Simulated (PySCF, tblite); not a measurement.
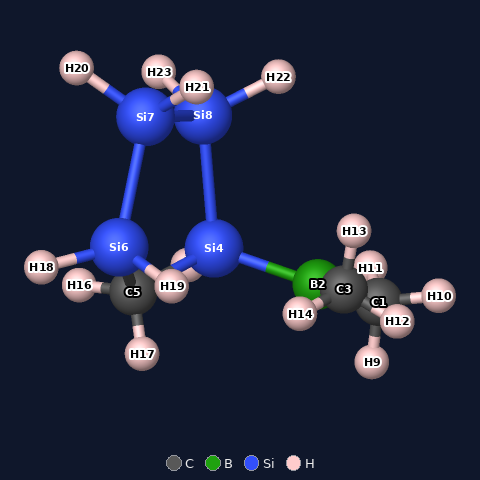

The molecule: C₃H₁₅BSi₄, SMILES CB(C)[Si@H]1C[SiH2][SiH2][SiH2]1.

GIAO shifts, PBE0/pcSseg-1 in PySCF, at a GFN2-xTB geometry (a minimum by its frequencies), against TMS for ¹³C computed at the same level. Gas phase, fully decoupled, line heights follow the number of nuclei, widths are arbitrary (no quadrupolar broadening); values of one conformer, averaged over nuclei that symmetry or rotation about single bonds exchange, these motions taken as fast; other conformers aren't averaged in.

Which ¹³C signals does it give?

2 signals.


| δ (ppm) | nuclei | atoms |
| --- | --- | --- |
| 23.2 | 2 | C1, C3 |
| −9.1 | 1 | C5 |

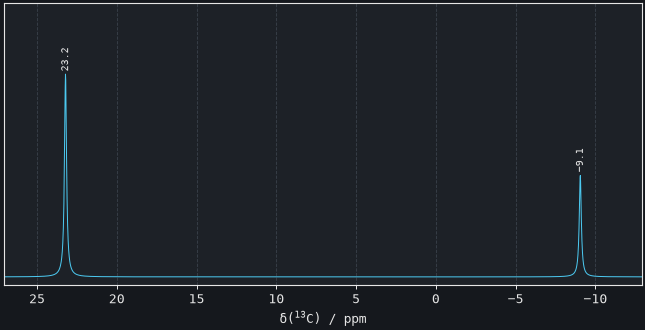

Caveats: the tight-binding geometry is rougher than a DFT one and adds to the error.
